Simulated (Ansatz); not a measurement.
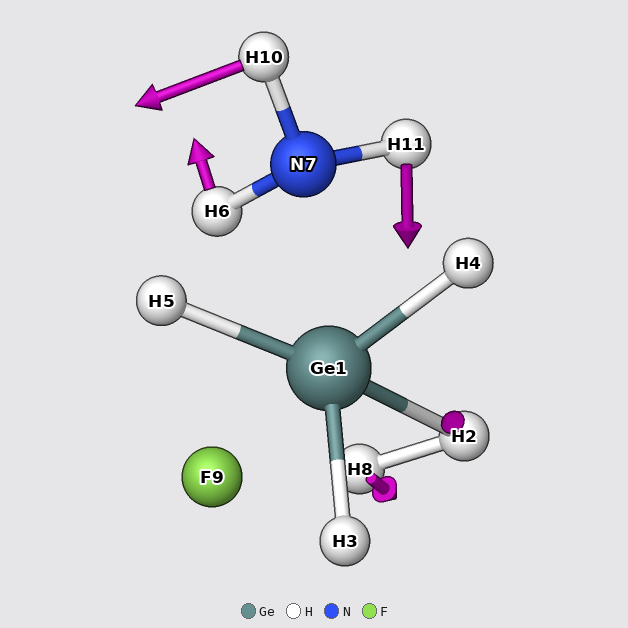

The arrows show one normal mode. Harmonic vibrations computed with RKS PBE0-D4/def2-TZVP (Ansatz 0.2.0) at a stationary point of the same level. It is a saddle point of order 1.

Question: Estimate its harmonic wavenumber.

Answer: 1641 cm⁻¹; it is mode 19 of 27 counted from the lowest.
